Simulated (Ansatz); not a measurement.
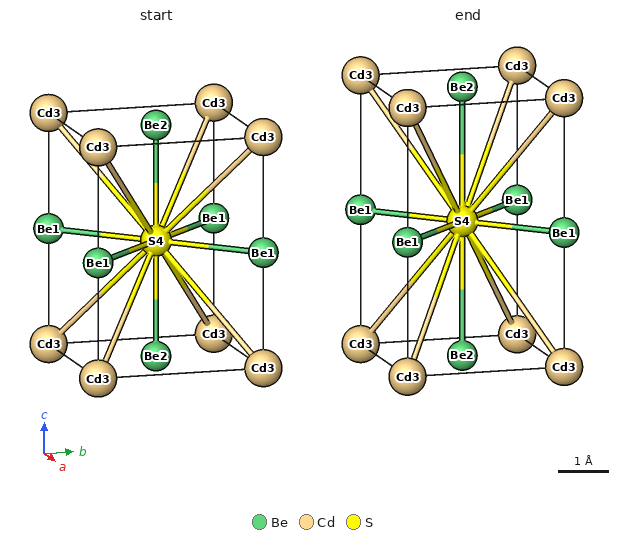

The structure of solid Be2CdS (a generated structure, set up in P4/mmm) before (left) and after (right) a relaxation, at one scale.

A ball-and-stick model of the cell of the calculation, seen slightly off an axis.

Level of theory: Ansatz, DFT PBE, scalar-relativistic, plane waves, PAW. (plane-wave cutoff 420 eV; k-point mesh 14 × 14 × 10; occupations gaussian; smearing width 0.1 eV; no spin polarisation; cell and atoms relaxed; force threshold 0.01 eV/Å; at most 80 steps)

**What changed between the two?**

The energy falls by 79.2 meV per atom in 8 accepted moves (11 points after the start). All forces vanish by symmetry, so only the cell relaxes. Pressure: −0.28 GPa at the start and 0.00 GPa at the end. The line search rejected the trial step at point 6 of the run. The SCF was repeated twice at an unchanged geometry on a basis and grid sized afresh for the cell, which shifted the energy by 1.2 meV per atom at most. The atoms keep their places relative to the cell (all moves are under 0.005 Å). The drawn cell changes as follows: a = b 3.505 → 3.321 Å (−5.3 %), c 4.802 → 5.583 Å (+16.3 %); the volume changes by +4.4 %. Among the contacts that change: Be2–S4 2.401 → 2.791 Å, Cd3–S4 3.451 → 3.648 Å, Be2–Cd3 2.478 → 2.348 Å, Be1–S4 2.478 → 2.348 Å. The space group stays P4/mmm (No. 123).

Limits of the set-up: layers or molecules are held without a dispersion correction, so their spacing is unreliable.
